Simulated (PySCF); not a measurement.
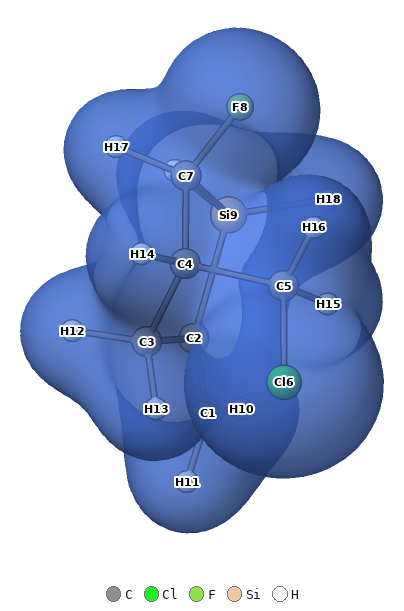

Figure. C₆H₁₀ClFSi. Isosurface of the total electron density at 0.1 e/Å³ (blue), seen at an oblique angle.

Geometry: GFN2-xTB.

All numbers below come from PySCF, PBE0/pcSseg-1, SCF density, gas phase, non-relativistic.

```xyz
19

C     2.4189   -0.6732    0.5935
C     1.3323   -0.1043    0.0923
C     0.3950   -0.8167   -0.8526
C    -1.0235   -0.2734   -0.6561
C    -1.6212   -0.7684    0.6552
Cl   -1.8909   -2.5278    0.6060
C    -0.9021    1.2569   -0.6217
F    -2.0594    1.8384   -0.1266
Si    0.6727    1.6342    0.4214
H     3.0805   -0.1407    1.2554
H     2.6968   -1.6901    0.3591
H     0.7129   -0.6172   -1.8803
H     0.4178   -1.8964   -0.7005
H    -1.6761   -0.5938   -1.4752
H    -0.9465   -0.5724    1.4899
H    -2.5892   -0.3052    0.8450
H    -0.8121    1.6347   -1.6468
H     0.3252    1.9126    1.8132
H     1.4591    2.7122   -0.1787
```

Q: What does this surface tell about the bonding?

A: At this value the surface is in one piece. It bridges the sampled C–C (1.32 Å), C–F (1.39 Å), C–Cl (1.78 Å) and C–Si (1.89 Å) contacts, where the density stays above the isovalue. On the grid the lowest density along these lines, outside the cores, is 2.3 e/Å³ (C–C, 1.32 Å), 1.6 e/Å³ (C–F, 1.39 Å), 1.2 e/Å³ (C–Cl, 1.78 Å) and 0.78 e/Å³ (C–Si, 1.89 Å).
